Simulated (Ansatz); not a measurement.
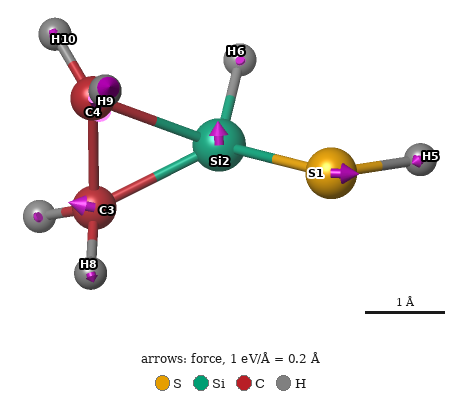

Starting geometry of C₂H₆SSi (coarse preliminary run) with the computed forces as purple arrows. Style: ball-and-stick. Shown at a tilt.

The start comes from a force field.

Theory: RKS PBE-D4/def2-SVP (Ansatz 0.2.0).

Input
```yaml
crystal:
  periodic: [false, false, false]
  atoms:
    - {symbol: S, position_ang: [-0.918900, 1.021300, -1.828500]}
    - {symbol: Si, position_ang: [-0.800300, 0.181100, 0.075900]}
    - {symbol: C, position_ang: [0.355600, -1.189200, 0.196300]}
    - {symbol: C, position_ang: [1.133500, 0.119900, 0.465800]}
    - {symbol: H, position_ang: [-2.216800, 1.515500, -1.717900]}
    - {symbol: H, position_ang: [-1.401900, 0.918700, 1.218800]}
    - {symbol: H, position_ang: [0.276000, -1.863600, 1.050600]}
    - {symbol: H, position_ang: [0.666600, -1.694800, -0.716600]}
    - {symbol: H, position_ang: [1.696600, 0.553400, -0.253300]}
    - {symbol: H, position_ang: [1.292600, 0.386600, 1.511900]}
basis:
  gaussian: {orbitals: def2-SVP}
hamiltonian: {xc: pbe, dispersion: d4}
relax: {f_tol: 0.03, max_steps: 200}
```

Command:
```bash
ansatz run in.yaml --threads 2 --pin off --events-out ev --progress --plain --max-ram 4352MiB
```

### What follows when this structure is relaxed?

It isn't relaxed: the largest force vector, on C4, is 4.89 eV/Å. The final displacements have little in common with the starting forces (cosine between the two patterns 0.21). The atom that moves furthest after the best rigid fit is H5 (0.78 Å). By element the largest moves are H 0.78 Å, S 0.53 Å, Si 0.39 Å, C 0.11 Å. Near-neighbour distances that change, for instance: Si2–C4 1.974 → 1.871 Å, C4–H9 1.011 → 1.103 Å, Si2–C3 1.797 → 1.874 Å, S1–Si2 2.085 → 2.146 Å. Among the angles between lasting bonds that change: C4–Si2–H6 105.1° → 118.8°, S1–Si2–C4 104.4° → 116.1°, Si2–C4–H10 108.9° → 118.9°. The energy falls by 0.800 eV in 8 accepted moves (10 points after the start). Largest force component: 3.8 eV/Å at the start, 0.017 eV/Å at the end. The line search rejected the trial steps at points 4, 8 of the run.
